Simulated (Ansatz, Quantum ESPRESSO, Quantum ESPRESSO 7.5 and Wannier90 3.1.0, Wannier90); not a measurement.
**zigzag Rh chain, bond 2.30 Å, width 1.6 Å: Wannier functions and conductance**

How many channels does the wire offer, and does a small Wannier basis get them right? The wire: zigzag Rh chain, bond 2.30 Å, width 1.6 Å.

Program: Quantum ESPRESSO 7.5 and Wannier90 3.1.0. Level of theory: plane-wave DFT, LDA, GBRV ultrasoft pseudopotentials (cross-check by Ansatz 0.2.0 with PAW datasets). Results are calculated unless marked as measured.

**1. Starting point**

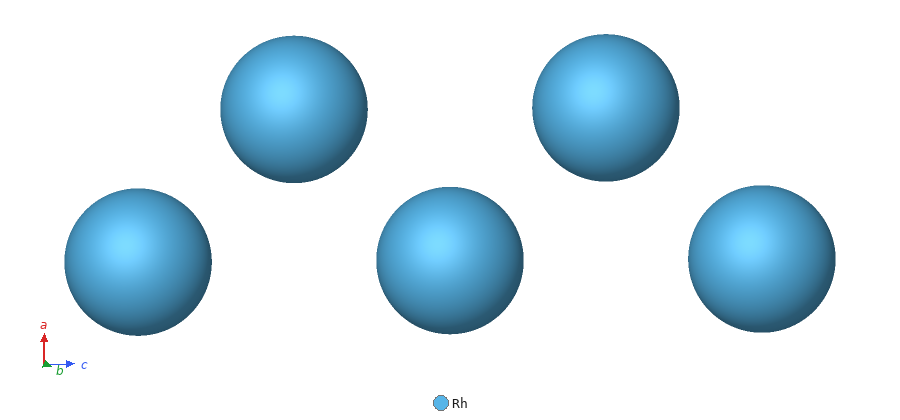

The cell as given, from the side, with the c axis across the page (rhodium blue). 1×1×2 cells are drawn. Some periodic images of atoms are drawn too.

The cell holds 2 atoms: 2 Rh. Cell: a = 9.000 Å, b = 8.000 Å, c = 3.305 Å, α = 90.0°, β = 90.0°, γ = 90.0°. Vacuum lies along a and b. The structure's axis is c.

**2. Self-consistent run**

Contents of scf.in:

```
&control
  prefix = 'scf'
  outdir = './out'
  pseudo_dir = './pseudo'
  calculation = 'scf'
  tprnfor = .true.
/
&system
  ibrav = 0
  nat = 2
  ntyp = 1
  ecutwfc = 34
  ecutrho = 170
  occupations = 'smearing'
  smearing = 'mv'
  degauss = 0.005
/
&electrons
  conv_thr = 1e-07
  mixing_beta = 0.4
  electron_maxstep = 120
  mixing_mode = 'local-TF'
/
ATOMIC_SPECIES
  Rh  102.9055  rh_lda_v1.4.uspp.F.UPF
CELL_PARAMETERS angstrom
  9.00000000000000 0.00000000000000 0.00000000000000
  0.00000000000000 8.00000000000000 0.00000000000000
  0.00000000000000 0.00000000000000 3.30454232837166
ATOMIC_POSITIONS crystal
  Rh  -0.088888888900 0.000000000000 0.000000000000
  Rh  0.088888888900 0.000000000000 0.500000000000
K_POINTS automatic
  1 1 20 0 0 0
```

On the command line:

```
$ OMP_NUM_THREADS=1 mpirun -n 2 pw.x -nk 1 -in scf.in > scf.out
```

The log of the run:

```text
Program PWSCF v.7.5 starts
[citation notice left out]

     Parallel version (MPI & OpenMP), running on       2 processor cores
     Number of MPI processes:                 2
     Threads/MPI process:                     1

     MPI processes distributed on     1 nodes
[...]
Current dimensions of program PWSCF are:
     Max number of different atomic species (ntypx) = 10
     Max number of k-points (npk) =  40000
     Max angular momentum in pseudopotentials (lmaxx) =  4
     Message from routine setup:
     using ibrav=0 with symmetry is DISCOURAGED, use correct ibrav instead

     R & G space division:  proc/nbgrp/npool/nimage =       2
     Subspace diagonalization in iterative solution of the eigenvalue problem:
     a serial algorithm will be used

     Parallelization info
     --------------------
     sticks:   dense  smooth     PW     G-vecs:    dense   smooth      PW
     Min        1744    1393    408                29976    21530    3448
     Max        1745    1394    409                29977    21531    3449
     Sum        3489    2787    817                59953    43061    6897

     Using Slab Decomposition

     bravais-lattice index     =            0
     lattice parameter (alat)  =      17.0075  a.u.
     unit-cell volume          =    1605.6113 (a.u.)^3
     number of atoms/cell      =            2
     number of atomic types    =            1
     number of electrons       =        30.00
     number of Kohn-Sham states=           19
     kinetic-energy cutoff     =      34.0000  Ry
     charge density cutoff     =     170.0000  Ry
     scf convergence threshold =      1.0E-07
     mixing beta               =       0.4000
     number of iterations used =            8  local-TF  mixing
     Exchange-correlation=  SLA  PZ   NOGX NOGC
                           (   1   1   0   0   0   0   0)

     celldm(1)=  17.007535  celldm(2)=   0.000000  celldm(3)=   0.000000
     celldm(4)=   0.000000  celldm(5)=   0.000000  celldm(6)=   0.000000

     crystal axes: (cart. coord. in units of alat)
               a(1) = (   1.000000   0.000000   0.000000 )
               a(2) = (   0.000000   0.888889   0.000000 )
               a(3) = (   0.000000   0.000000   0.367171 )

     reciprocal axes: (cart. coord. in units 2 pi/alat)
               b(1) = (  1.000000  0.000000  0.000000 )
               b(2) = (  0.000000  1.125000  0.000000 )
               b(3) = (  0.000000  0.000000  2.723524 )

     PseudoPot. # 1 for Rh read from file:
     ./pseudo/rh_lda_v1.4.uspp.F.UPF
     Pseudo is Ultrasoft + core correction, Zval = 15.0
     Generated by new atomic code, or converted to UPF format
     Using radial grid of  969 points,  7 beta functions with:
                l(1) =   0
                l(2) =   0
                l(3) =   1
                l(4) =   1
                l(5) =   2
                l(6) =   2
                l(7) =   2
     Q(r) pseudized with  8 coefficients,  rinner =    1.200   1.200   1.200
                                                       1.200   1.200

     atomic species   valence    mass     pseudopotential
     Rh               15.00   102.90550     Rh( 1.00)

      8 Sym. Ops., with inversion, found ( 4 have fractional translation)

   Cartesian axes

     site n.     atom                  positions (alat units)
         1        Rh     tau(   1) = (  -0.0888889   0.0000000   0.0000000  )
         2        Rh     tau(   2) = (   0.0888889   0.0000000   0.1835857  )

     number of k points=    11  Marzari-Vanderbilt smearing, width (Ry)=  0.0050
                       cart. coord. in units 2pi/alat
        k(    1) = (   0.0000000   0.0000000   0.0000000), wk =   0.1000000
        k(    2) = (   0.0000000   0.0000000   0.1361762), wk =   0.2000000
        k(    3) = (   0.0000000   0.0000000   0.2723524), wk =   0.2000000
        k(    4) = (   0.0000000   0.0000000   0.4085286), wk =   0.2000000
        k(    5) = (   0.0000000   0.0000000   0.5447048), wk =   0.2000000
        k(    6) = (   0.0000000   0.0000000   0.6808810), wk =   0.2000000
        k(    7) = (   0.0000000   0.0000000   0.8170572), wk =   0.2000000
        k(    8) = (   0.0000000   0.0000000   0.9532334), wk =   0.2000000
        k(    9) = (   0.0000000   0.0000000   1.0894096), wk =   0.2000000
        k(   10) = (   0.0000000   0.0000000   1.2255858), wk =   0.2000000
        k(   11) = (   0.0000000   0.0000000  -1.3617619), wk =   0.1000000

     Dense  grid:    59953 G-vectors     FFT dimensions: (  72,  64,  30)

     Smooth grid:    43061 G-vectors     FFT dimensions: (  64,  60,  24)

     Estimated max dynamical RAM per process >     164.95 MB

     Estimated total dynamical RAM >     329.91 MB

     Initial potential from superposition of free atoms

     starting charge      28.9999, renormalised to      30.0000

     negative rho (up, down):  1.055E-01 0.000E+00
     Starting wfcs are   24 randomized atomic wfcs

     total cpu time spent up to now is        0.7 secs

     per-process dynamical memory:    32.8 Mb

     Self-consistent Calculation

     iteration #  1     ecut=    34.00 Ry     beta= 0.40
     Davidson diagonalization with overlap
     ethr =  1.00E-02,  avg # of iterations =  2.0

     negative rho (up, down):  1.291E-01 0.000E+00

     total cpu time spent up to now is        2.0 secs

     total energy              =    -342.05832030 Ry
     estimated scf accuracy    <       1.71182510 Ry

     iteration #  2     ecut=    34.00 Ry     beta= 0.40
[...]
negative rho (up, down):  1.354E-01 0.000E+00

[...]
total energy              =    -342.02623602 Ry
     estimated scf accuracy    <       0.33231305 Ry

     iteration #  3     ecut=    34.00 Ry     beta= 0.40
[...]
negative rho (up, down):  1.293E-01 0.000E+00

[...]
total energy              =    -342.07533254 Ry
     estimated scf accuracy    <       0.01552303 Ry

     iteration #  4     ecut=    34.00 Ry     beta= 0.40
[...]
negative rho (up, down):  1.171E-01 0.000E+00

[...]
total energy              =    -342.07547898 Ry
     estimated scf accuracy    <       0.00600203 Ry

     iteration #  5     ecut=    34.00 Ry     beta= 0.40
[...]
negative rho (up, down):  1.149E-01 0.000E+00

[...]
total energy              =    -342.07596925 Ry
     estimated scf accuracy    <       0.00830640 Ry

     iteration #  6     ecut=    34.00 Ry     beta= 0.40
[...]
negative rho (up, down):  1.074E-01 0.000E+00

[...]
total energy              =    -342.07531800 Ry
     estimated scf accuracy    <       0.00159395 Ry

     iteration #  7     ecut=    34.00 Ry     beta= 0.40
[...]
negative rho (up, down):  1.032E-01 0.000E+00

[...]
total energy              =    -342.07501034 Ry
     estimated scf accuracy    <       0.00316234 Ry

     iteration #  8     ecut=    34.00 Ry     beta= 0.40
[...]
negative rho (up, down):  1.030E-01 0.000E+00

[...]
total energy              =    -342.07569763 Ry
     estimated scf accuracy    <       0.00137311 Ry

     iteration #  9     ecut=    34.00 Ry     beta= 0.40
[...]
negative rho (up, down):  1.024E-01 0.000E+00

[...]
total energy              =    -342.07566184 Ry
     estimated scf accuracy    <       0.00036716 Ry

     iteration # 10     ecut=    34.00 Ry     beta= 0.40
[...]
negative rho (up, down):  1.023E-01 0.000E+00

[...]
total energy              =    -342.07568513 Ry
     estimated scf accuracy    <       0.00001223 Ry

     iteration # 11     ecut=    34.00 Ry     beta= 0.40
[...]
negative rho (up, down):  1.023E-01 0.000E+00

[...]
total energy              =    -342.07568693 Ry
     estimated scf accuracy    <       0.00000136 Ry

     iteration # 12     ecut=    34.00 Ry     beta= 0.40
[...]
negative rho (up, down):  1.023E-01 0.000E+00

[...]
total energy              =    -342.07568731 Ry
     estimated scf accuracy    <       0.00000248 Ry

     iteration # 13     ecut=    34.00 Ry     beta= 0.40
[...]
negative rho (up, down):  1.023E-01 0.000E+00

[...]
total energy              =    -342.07568668 Ry
     estimated scf accuracy    <       0.00000325 Ry

     iteration # 14     ecut=    34.00 Ry     beta= 0.40
[...]
negative rho (up, down):  1.023E-01 0.000E+00

[...]
End of self-consistent calculation

          k = 0.0000 0.0000 0.0000 (  5373 PWs)   bands (ev):

   -48.3798 -48.2767 -47.6244 -47.5769 -47.3199 -47.1262  -6.4323  -5.8615
    -5.5876  -4.1321  -3.8131  -3.3212  -2.5187  -1.9326  -1.8114  -1.8018
    -0.8360  -0.8163   0.7158

          k = 0.0000 0.0000 0.1362 (  5363 PWs)   bands (ev):

   -48.3821 -48.2802 -47.6221 -47.5744 -47.3182 -47.1274  -6.3975  -5.8554
    -5.5478  -4.1434  -3.8554  -3.3034  -2.4773  -1.9303  -1.8225  -1.8174
    -0.8880  -0.7953   0.7847

          k = 0.0000 0.0000 0.2724 (  5353 PWs)   bands (ev):

   -48.3896 -48.2899 -47.6159 -47.5678 -47.3143 -47.1300  -6.2977  -5.8316
    -5.4316  -4.1761  -3.9658  -3.2488  -2.3738  -1.9244  -1.8789  -1.8413
    -1.0824  -0.6727   0.9800

          k = 0.0000 0.0000 0.4085 (  5337 PWs)   bands (ev):

   -48.4006 -48.3051 -47.6048 -47.5580 -47.3081 -47.1357  -6.1408  -5.7802
    -5.2509  -4.2318  -4.1119  -3.1551  -2.2420  -1.9416  -1.9249  -1.8841
    -1.3538  -0.4668   1.2775

          k = 0.0000 0.0000 0.5447 (  5337 PWs)   bands (ev):

   -48.4138 -48.3253 -47.5912 -47.5467 -47.2998 -47.1431  -5.9565  -5.6754
    -5.0297  -4.3079  -4.2663  -3.0176  -2.1101  -1.9910  -1.9574  -1.9353
    -1.6485  -0.1796   1.6540

          k = 0.0000 0.0000 0.6809 (  5354 PWs)   bands (ev):

   -48.4269 -48.3481 -47.5771 -47.5354 -47.2898 -47.1527  -5.7993  -5.4635
    -4.8102  -4.4121  -4.3981  -2.8329  -2.0996  -2.0151  -1.9947  -1.9606
    -1.8763   0.1834   2.0929

[...]
the Fermi energy is    -1.8959 ev

!    total energy              =    -342.07568699 Ry
     estimated scf accuracy    <       0.00000002 Ry
     smearing contrib. (-TS)   =      -0.00050806 Ry
     internal energy E=F+TS    =    -342.07517893 Ry

     The total energy is F=E-TS. E is the sum of the following terms:
     one-electron contribution =    -532.54474321 Ry
     hartree contribution      =     268.70630276 Ry
     xc contribution           =     -59.16924412 Ry
     ewald contribution        =     -19.06749437 Ry

     convergence has been achieved in  14 iterations

     negative rho (up, down):  1.023E-01 0.000E+00

     Forces acting on atoms (cartesian axes, Ry/au):

     atom    1 type  1   force =     0.03350948    0.00000000    0.00000000
     atom    2 type  1   force =    -0.03350948    0.00000000    0.00000000

     Total force =     0.047390     Total SCF correction =     0.000322

[...]
=------------------------------------------------------------------------------=
   JOB DONE.
=------------------------------------------------------------------------------=
```

Elapsed: 17 s, on 2 MPI ranks of Arm Neoverse V1, shared host; peak memory 0.41 GiB; 35 s of CPU time.

Read from the output:

```
free energy  : -4654.1768 eV
Fermi energy : -1.896 eV
```

The program's own clock; routines nest. Time by routine:

```tsv
routine	wall time (s)	calls
PWSCF	16.84	1
electrons	15.83	1
c_bands	8	14
cegterg	7.49	154
h_psi	6.16	430
fftw	5.91	16184
vloc_psi	5.36	430
sum_band	3.91	14
newd	2.38	15
mix_rho	1.62	14
ffts	0.86	1628
init_run	0.63	1
calbec	0.6	628
h_psi:calbec	0.39	430
```

The run needed 14 iterations to bring the estimated error under 1e-07 Ry; the largest force on any atom, held or free, is 0.86 eV/Å.

**3. Full uniform mesh without symmetry**

Wannier90 needs the states on a whole uniform mesh, listed point by point, without symmetry.

Contents of nscf.in:

```
&control
  prefix = 'nscf'
  outdir = './out'
  pseudo_dir = './pseudo'
  calculation = 'nscf'
/
&system
  ibrav = 0
  nat = 2
  ntyp = 1
  ecutwfc = 34
  ecutrho = 170
  occupations = 'smearing'
  smearing = 'mv'
  degauss = 0.005
  nosym = .true.
  noinv = .true.
  nbnd = 39
/
&electrons
  conv_thr = 1e-09
  mixing_beta = 0.4
  electron_maxstep = 120
  mixing_mode = 'local-TF'
  diago_full_acc = .true.
/
ATOMIC_SPECIES
  Rh  102.9055  rh_lda_v1.4.uspp.F.UPF
CELL_PARAMETERS angstrom
  9.00000000000000 0.00000000000000 0.00000000000000
  0.00000000000000 8.00000000000000 0.00000000000000
  0.00000000000000 0.00000000000000 3.30454232837166
ATOMIC_POSITIONS crystal
  Rh  -0.088888888900 0.000000000000 0.000000000000
  Rh  0.088888888900 0.000000000000 0.500000000000
K_POINTS crystal
10
  0.0000000000 0.0000000000 0.0000000000 0.1
  0.0000000000 0.0000000000 0.1000000000 0.1
  0.0000000000 0.0000000000 0.2000000000 0.1
  0.0000000000 0.0000000000 0.3000000000 0.1
  0.0000000000 0.0000000000 0.4000000000 0.1
  0.0000000000 0.0000000000 0.5000000000 0.1
  0.0000000000 0.0000000000 0.6000000000 0.1
  0.0000000000 0.0000000000 0.7000000000 0.1
  0.0000000000 0.0000000000 0.8000000000 0.1
  0.0000000000 0.0000000000 0.9000000000 0.1
```

On the command line:

```
$ cp -r out/scf.save out/nscf.save
$ cp out/scf.xml out/nscf.xml
$ OMP_NUM_THREADS=1 mpirun -n 2 pw.x -nk 1 -in nscf.in > nscf.out
```

The log of the run:

```text
[banner, memory and clock lines left out]
Program PWSCF v.7.5 starts
[citation notice left out]

[...]
bravais-lattice index     =            0
     lattice parameter (alat)  =      17.0075  a.u.
     unit-cell volume          =    1605.6113 (a.u.)^3
     number of atoms/cell      =            2
     number of atomic types    =            1
     number of electrons       =        30.00
     number of Kohn-Sham states=           39
     kinetic-energy cutoff     =      34.0000  Ry
     charge density cutoff     =     170.0000  Ry
     Exchange-correlation=  SLA  PZ   NOGX NOGC
                           (   1   1   0   0   0   0   0)

[...]
PseudoPot. # 1 for Rh read from file:
     ./pseudo/rh_lda_v1.4.uspp.F.UPF
     Pseudo is Ultrasoft + core correction, Zval = 15.0
     Generated by new atomic code, or converted to UPF format
     Using radial grid of  969 points,  7 beta functions with:
                l(1) =   0
                l(2) =   0
                l(3) =   1
                l(4) =   1
                l(5) =   2
                l(6) =   2
                l(7) =   2
     Q(r) pseudized with  8 coefficients,  rinner =    1.200   1.200   1.200
                                                       1.200   1.200

     atomic species   valence    mass     pseudopotential
     Rh               15.00   102.90550     Rh( 1.00)

     No symmetry found

[...]
number of k points=    10  Marzari-Vanderbilt smearing, width (Ry)=  0.0050
[...]
Dense  grid:    59953 G-vectors     FFT dimensions: (  72,  64,  25)

     Smooth grid:    43061 G-vectors     FFT dimensions: (  64,  60,  24)

     The potential is recalculated from file :
     ./out/nscf.save/charge-density

     negative rho (up, down):  1.068E-01 0.000E+00
     Starting wfcs are   24 randomized atomic wfcs +   15 random wfcs

     Band Structure Calculation
     Davidson diagonalization with overlap

     ethr =  3.33E-12,  avg # of iterations = 58.2

     End of band structure calculation

          k = 0.0000 0.0000 0.0000 (  5373 PWs)   bands (ev):

   -48.3813 -48.2783 -47.6259 -47.5785 -47.3217 -47.1280  -6.4334  -5.8627
    -5.5885  -4.1334  -3.8143  -3.3222  -2.5200  -1.9339  -1.8125  -1.8032
    -0.8365  -0.8176   0.7153   1.7634   3.2563   4.1612   4.8317   4.8695
     5.0592   6.2027   7.3273   8.5761   9.3818   9.9556  10.1123  10.2311
    10.5229  10.7065  11.3721  11.4381  12.0408  12.2926  13.7961

          k = 0.0000 0.0000 0.2724 (  5353 PWs)   bands (ev):

   -48.3910 -48.2915 -47.6174 -47.5694 -47.3161 -47.1318  -6.2987  -5.8328
    -5.4326  -4.1774  -3.9671  -3.2497  -2.3752  -1.9258  -1.8802  -1.8424
    -1.0837  -0.6733   0.9796   1.9341   3.3993   4.2613   4.9650   5.0068
     5.2134   6.3792   7.4511   8.7512   8.7872   9.5145  10.0842  10.3502
    10.6407  10.8289  11.4814  11.5589  11.9088  12.1808  12.4161

[...]
the Fermi energy is    -1.9006 ev
     (compare with:    -1.8959 eV, computed in scf)

[...]
```

The job ended after 16 s (2 MPI ranks; peak memory 0.17 GiB; 32 s of CPU time).

Numbers from this step:

```
Fermi energy : -1.901 eV
```

The program's own clock; routines nest. Time by routine:

```tsv
routine	wall time (s)	calls
PWSCF	15.78	1
electrons	15.36	1
c_bands	15.36	1
cegterg	14.86	34
h_psi	8.96	626
vloc_psi	7.82	626
fftw	7.13	19130
cdiaghg	0.97	592
h_psi:calbec	0.56	626
calbec	0.56	626
add_vuspsi	0.55	626
s_psi	0.53	626
init_run	0.29	1
newd	0.16	1
```

[end of part 1 of 5]

[Logs are printed without paths, hosts, clocks, repeated set-up lines and the standing remarks that a program may print on its own settings, such as how far it seeks lower states.]

[Hosts, paths, dates, database ids (printed as entryN), source tags and the programs' standing remarks are cut or masked in the printed files.]

[Maps of the electrostatic potential energy from Ansatz leave out the sawtooth potential of an applied field or a dipole correction, so their vacuum need not be flat; planar profiles and work functions include it.]
